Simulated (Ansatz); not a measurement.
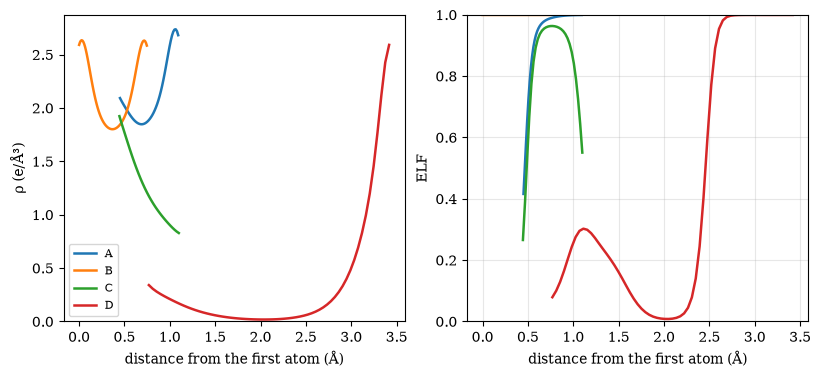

Figure 1: H₂···CH₆Si (SMILES [H][H].C[SiH3]). Total electron density and electron localisation function along straight lines between neighbouring atoms. The curves leave out the atomic cores.

Geometry: PBE0-D4/def2-TZVP.

These are results of RKS PBE0-D4/def2-TZVPPD in Ansatz 0.2.0, not measurements.

```
atom    x (Å)    y (Å)    z (Å)
   H  -0.1285   0.4314  -2.6770
   H   0.1881  -0.1685  -2.9885
   C  -0.2955  -0.9774   0.7204
  Si   0.2510   0.8111   0.6972
   H  -0.3156  -1.3890  -0.2909
   H  -1.2971  -1.0713   1.1459
   H   0.3866  -1.5831   1.3210
   H   1.6162   0.9393   0.1198
   H   0.2731   1.3722   2.0754
   H  -0.6783   1.6353  -0.1232
```

Question: Which curve belongs to which contact (C–H, C–Si, H–H and Si–H)? The first atom named is at distance zero.

Answer: Curve A: C–H (1.09 Å): ρ is about 2 e/Å³ halfway; the ELF climbs to about 1 towards the hydrogen, as it does in any bond to H; an ordinary covalent bond to hydrogen. Curve B: H–H (0.75 Å): the density is about 1.8 e/Å³ at the midpoint; the ELF is about 1 at the midpoint. Curve C: C–Si (1.87 Å): the density is about 0.97 e/Å³ at the midpoint; the ELF peaks at about 0.95 between the atoms (a shared electron pair). Curve D: Si4···H1 (3.42 Å): the density falls to about 0.02 e/Å³ on the way; the ELF dips to about 0 between them: a weak contact between the two molecules.
